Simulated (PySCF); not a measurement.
# Ge2H4, SMILES `[GeH2]=[GeH2]`: electronic structure

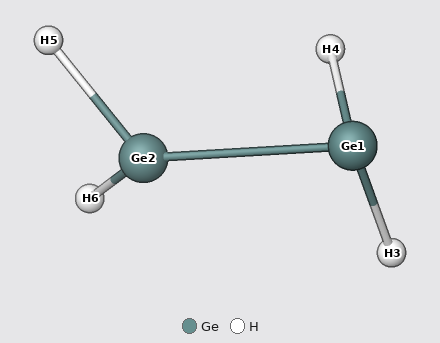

The molecule, with its atoms numbered as below. No frequency check shows the geometry to be a minimum.

Coordinates in Å:

```
Ge1      1.2722    0.0420    0.0246
Ge2     -1.1876   -0.0078    0.0526
H3       1.1343   -1.5523   -0.1296
H4       0.5116    0.1439   -1.4748
H5      -2.0174    1.2840   -0.3769
H6      -2.3361   -0.9722   -0.4885
```

## 1. Bonding charge

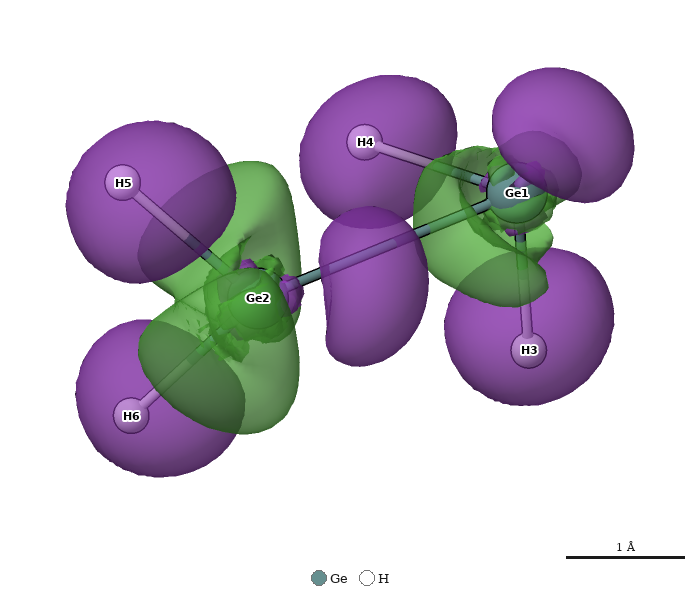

Deformation density (molecule less spherical, spin-averaged free atoms at the same positions), surfaces at ±0.05 e/Å³; purple: gain, green: loss.

PySCF calculation, B3LYP/def2-SVPD, gas phase; geometry: GFN2-xTB.

Question: How much density has each bond gained at its critical point, relative to the free atoms?

Answer: Ge2–H5: +0.22 e/Å³ at the bond critical point (bond length 1.59 Å). Ge2–H6: +0.22 e/Å³ at the bond critical point (bond length 1.59 Å). Ge1–H3: +0.19 e/Å³ at the bond critical point (bond length 1.61 Å). Ge1–H4: +0.11 e/Å³ at the bond critical point (bond length 1.68 Å). Ge1–Ge2: +0.04 e/Å³ at the bond critical point (bond length 2.46 Å). In all, 1.2 electrons gather in the regions of gain relative to the promolecule. A small or negative value marks a very polar bond, one between electron-rich atoms, whose free-atom densities already overlap strongly, a long bond to a heavier atom, or a closed-shell contact such as a hydrogen bond.

Question: Where do the Hirshfeld charges lie?

Answer: The highest Hirshfeld charge is on Ge2 (+0.31 e), the lowest on H3 (−0.12 e).

```csv
atom,charge (e)
Ge1,+0.06
Ge2,+0.31
H3,−0.12
H4,−0.07
H5,−0.09
H6,−0.08
```

## 2. Bond critical points

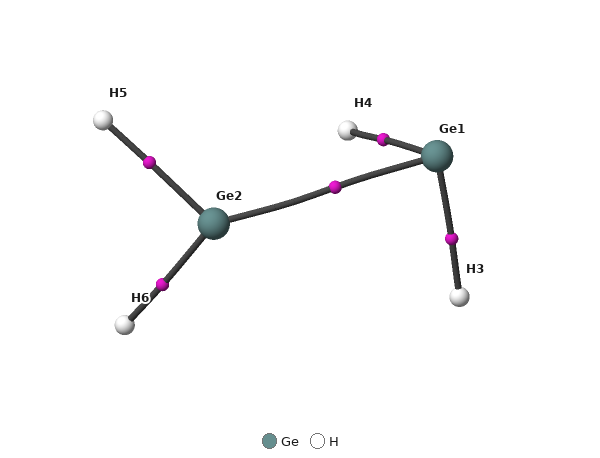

Molecular graph of the electron density (QTAIM): bond paths, bond critical points (magenta), ring points (cyan, if any); weak paths are dashed.

Question: How many critical points of each kind are there, and does the count close?

Answer: 6 nuclei, 5 bond, 0 ring and 0 cage critical points: 6 − 5 + 0 − 0 = 1, as the Poincaré–Hopf relation requires.

Question: What does the calculation give at each kind of bond critical point?

Answer:
```tsv
bond	length (Å)	ρ (a.u.)	∇²ρ (a.u.)	ε	H (a.u.)
Ge2–H5	1.594	0.122	0.00	0.06	−0.072
Ge2–H6	1.594	0.121	−0.01	0.06	−0.072
Ge1–H3	1.608	0.116	+0.01	0.02	−0.067
Ge1–H4	1.684	0.094	+0.03	0.05	−0.048
Ge1–Ge2	2.461	0.063	+0.02	0.22	−0.023
```

Question: What kind of interaction is Ge2–H6?

Answer: Shared-shell (covalent): ρ = 0.121, ∇²ρ = −0.01, H = −0.072 a.u.

## 3. Electrostatic potential

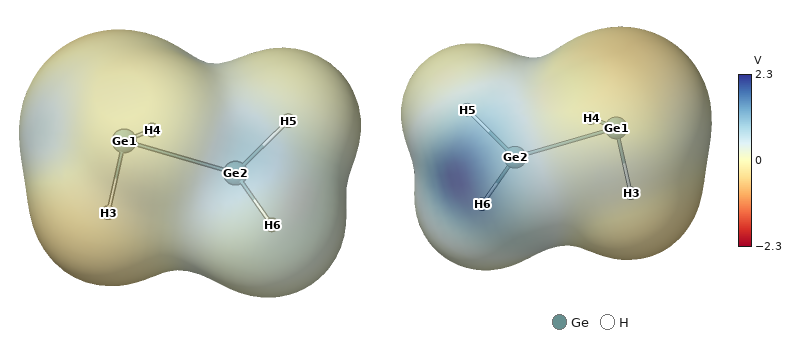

Electrostatic potential on the surface of electron density 0.001 a.u. (back view left, front view right).

Question: Where are the extremes of the potential on the surface?

Answer: Highest: 2.23 V, 2.0 Å from Ge2. Further maxima include 0.83 V, near H6 (2.06 Å), H4 (2.14 Å), H5 (2.16 Å) and Ge2 (2.17 Å); 0.56 V, off the Ge1–H4 bond (2.1 to 2.3 Å from its atoms). Lowest: −0.48 V, 2.4 Å from Ge1. Further minima include −0.08 V, 1.6 Å from H4; −0.03 V, 1.5 Å from H5. The surface is sampled at points, so like sites can differ by a few per cent and only the strongest of them is named.

## 4. Excited states

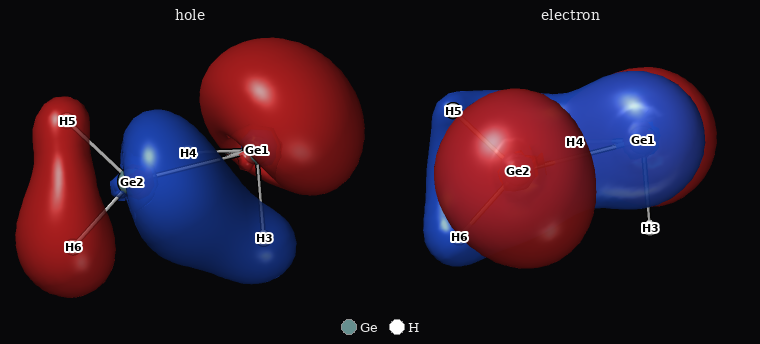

Leading natural transition orbital pair of T₁ (TDA triplet states); the surfaces enclose about 85 % of each orbital's density.

Level of theory: ωB97X/def2-TZVP (PySCF), at a geometry from GFN2-xTB. Without diffuse functions Rydberg states are missing, so the states' numbers hold for this basis only.

Question: Give its energy and the atoms that hole and electron lie on.

Answer: 2.69 eV (461 nm), spin-forbidden from the singlet ground state; the leading pair carries 99 %; hole on Ge1 (54 %), Ge2 (28 %) and H6 (8 %), electron on Ge2 (58 %), Ge1 (27 %) and H4 (6 %); their centroids lie 1.0 Å apart. In canonical orbitals it is mainly HOMO → LUMO (74 %). The HOMO–LUMO gap is 8.07 eV.

## 5. Localised orbitals

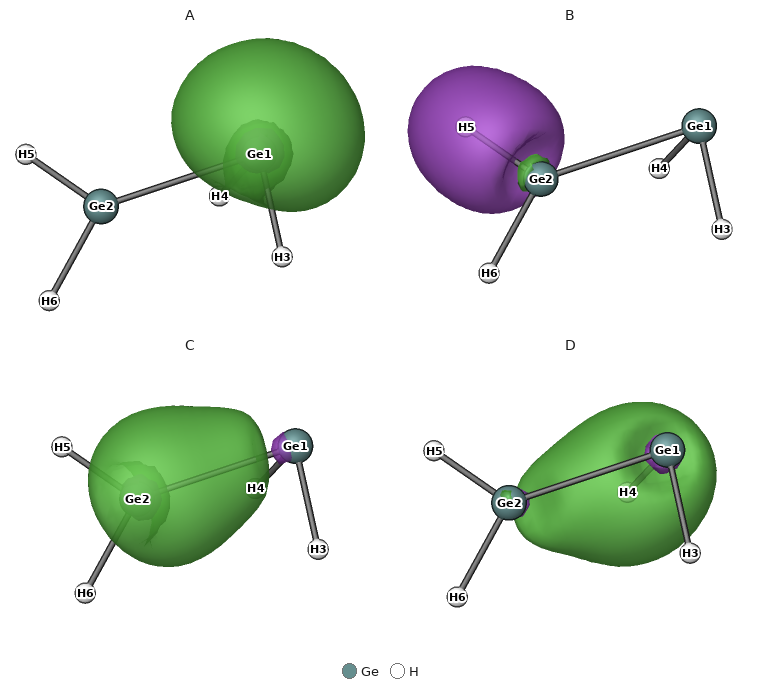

Pipek–Mezey orbitals, occupied; each surface holds about 70 % of the orbital's density. Energies are diagonal elements of the Fock matrix.

Level of theory: LDA (SVWN)/def2-TZVP (PySCF), at a geometry from GFN2-xTB.

Question: Name the orbitals, with their atomic make-up and energies.

Answer: By panel:
- A: lone pair on Ge1 (s-type) (Ge1 96 %; −8.7 eV)
- B: σ bond H5–Ge2 (H5 50 %, Ge2 48 %; −9.5 eV)
- C: σ bond Ge2–Ge1 (Ge2 72 %, Ge1 28 %; −10.3 eV)
- D: multicentre orbital mainly over H4, Ge1 and Ge2 (H4 48 %, Ge1 35 %, Ge2 17 %; −9.3 eV)

Question: How do all the valence pairs divide up?

Answer: 16 pairs: 10 d pairs, 4 σ bonds, 1 multicentre orbital and 1 lone pair.

The PySCF runs shown took 8.9 s, 3.3 min and 9.6 s on 1 thread of Arm Neoverse V2, with other jobs on the host.
